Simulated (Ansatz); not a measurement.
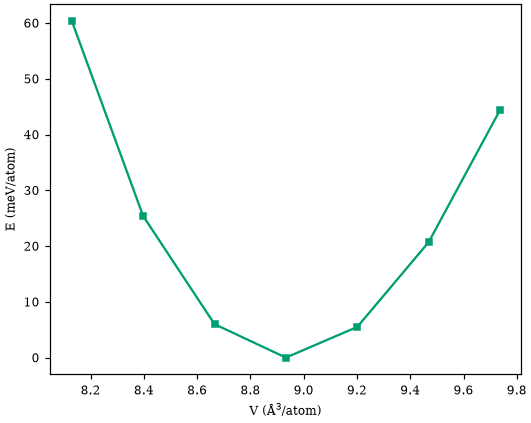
*CoNiN2 in space group R-3m (No. 166; Co on 3b, Ni on 3a, N on 6c) under volume change, the program Ansatz at the PBEsol level (PAW), shape and atoms relaxed at each volume.*

Question: What does a third-order Birch–Murnaghan fit give for V₀, B₀ and B′?

Answer: V₀ = 8.93 Å³/atom, B₀ = 228 GPa, B′ = 4.1.

The start of the workflow was typed in or built on a structure type; neither database checked (COD, Materials Project) lists it. Whether it is the stable phase at ambient conditions was not checked. Symmetry was held in the PBEsol relaxation; its stability against distortions is not shown here. The workflow began spin-polarised and lost its moments. Its formation energy is positive at this level, so the cell may be metastable or incomplete.

Potentials: the earlier of the program's two PAW sets. The files were generated under PBE; for other functionals the program regenerates the frozen cores, and for LDA and PBEsol the local potential too.
